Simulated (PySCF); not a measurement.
SMILES COc1cccc[c]1[GeH3] (C7H10GeO), singlet at its GFN2-xTB optimised geometry (Å):

```
19

C     -2.5755    -1.8059    -0.0036
O     -1.1791    -1.6526    -0.0001
C     -0.6536    -0.3934     0.0000
C     -1.3656     0.7936    -0.0001
C     -0.6671     1.9931    -0.0001
C      0.7147     2.0085    -0.0001
C      1.4158     0.8117     0.0000
C      0.7422    -0.3934     0.0000
Ge     1.5325    -2.1681     0.0004
H     -2.7605    -2.8786    -0.0066
H     -3.0226    -1.3587    -0.8974
H     -3.0268    -1.3630     0.8903
H     -2.4451     0.8049     0.0000
H     -1.2177     2.9225    -0.0003
H      1.2458     2.9487    -0.0003
H      2.4977     0.8115    -0.0001
H      1.1373    -2.9452     1.2106
H      1.1316    -2.9487    -1.2056
H      3.0268    -2.0486    -0.0030
```

Computed with PBE0/def2-SVP run with PySCF.

Map of the electrostatic potential (hartree/e), clipped to [-0.08, 0.12] on the plane z = 1.0 Å:

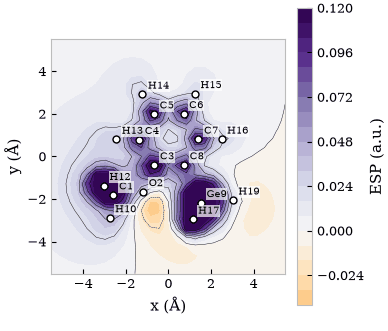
Electrostatic potential (hartree/e), clipped to [-0.08, 0.12] on the plane z = 1.0 Å.
